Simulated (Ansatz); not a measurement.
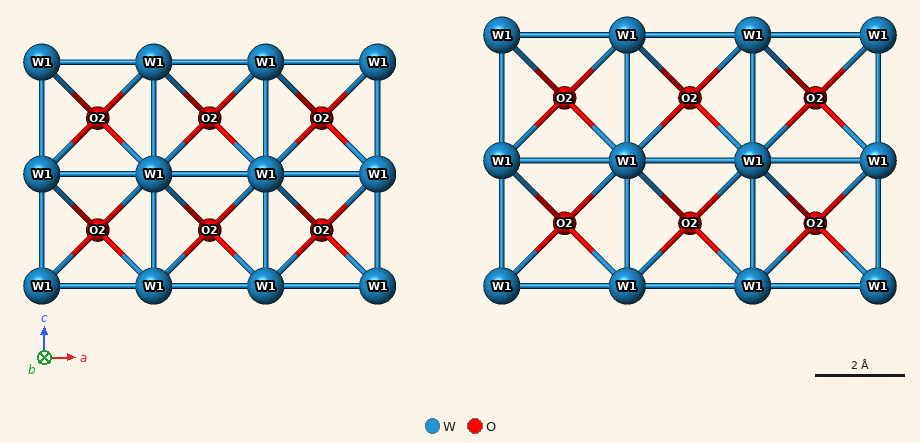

Two geometries of a crystal of WO (built on the CsCl (B2) type) (coarse preliminary run), drawn at one scale. One is the start of a relaxation, the other its converged end. Style: ball-and-stick. Shown: the cell of the calculation, repeated 3 × 1 × 2 with one cell outlined, along the b axis.

Theory: DFT PBE, scalar-relativistic, plane waves, PAW (Ansatz 0.2.0). Settings: plane-wave cutoff 420 eV; k-point mesh 8 × 8 × 8; occupations gaussian; smearing width 0.1 eV; no spin polarisation; cell and atoms relaxed; force threshold 0.05 eV/Å; at most 80 steps.

> Which geometry has the lower energy?

The right one is the relaxed one. The atoms keep their places relative to the cell (all moves are under 0.005 Å). The drawn cell changes as follows: a = b = c 2.521 → 2.825 Å (+12.1 %); the volume changes by +40.8 %. Among the contacts that change: W1–W1 2.521 → 2.825 Å, W1–O2 2.183 → 2.447 Å. The space group stays Pm-3m (No. 221). After 6 accepted moves (8 points after the start) the energy has fallen by 1238 meV per atom. All forces vanish by symmetry, so only the cell relaxes. The pressure goes from 166.26 to 0.02 GPa. The SCF was repeated twice at an unchanged geometry on a basis and grid sized afresh for the cell, which shifted the energy by 58.6 meV per atom at most. Cost: 26 s on 1 thread of Intel(R) Xeon(R) Processor @ 2.50GHz (Skylake/Cascade Lake), with other jobs on the host, peak memory 0.31 GiB.
